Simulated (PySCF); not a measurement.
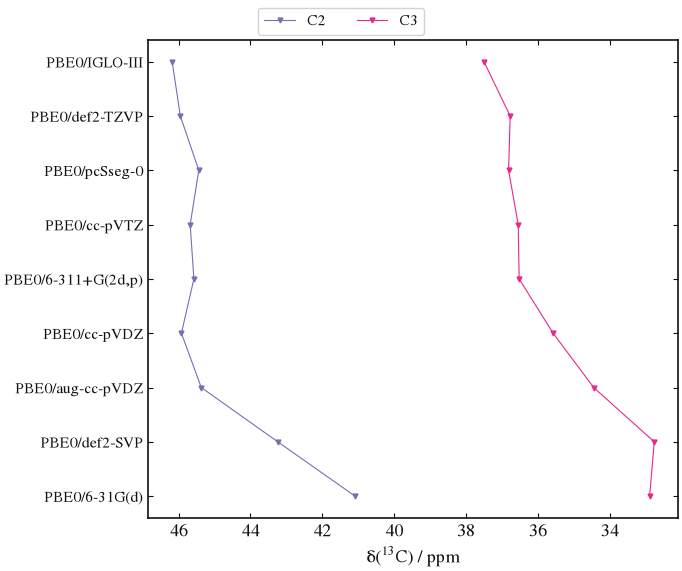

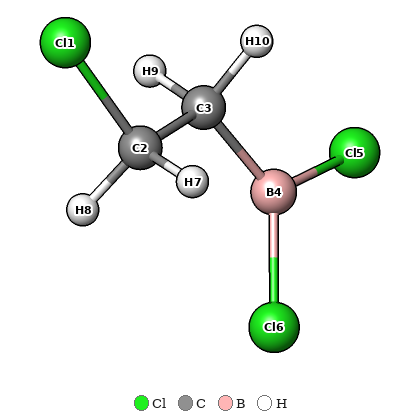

GIAO ¹³C shifts of C₂H₄BCl₃, SMILES ClCCB(Cl)Cl at several levels, one geometry, PySCF 2.14.0, at a PBE0-D3(BJ)/def2-SVP geometry (no frequency check); values of one conformer, averaged over nuclei that symmetry or rotation about single bonds exchange, these motions taken as fast; other conformers aren't averaged in; each against TMS at the same level.

How much does each signal move over these levels?

| atoms | lowest | highest | spread (ppm) |
| --- | --- | --- | --- |
| C2 | 41.1 | 46.2 | 5.1 |
| C3 | 32.8 | 37.5 | 4.7 |

Do all levels give the signals in the same order?

Yes, the order of the signals is the same at every level.
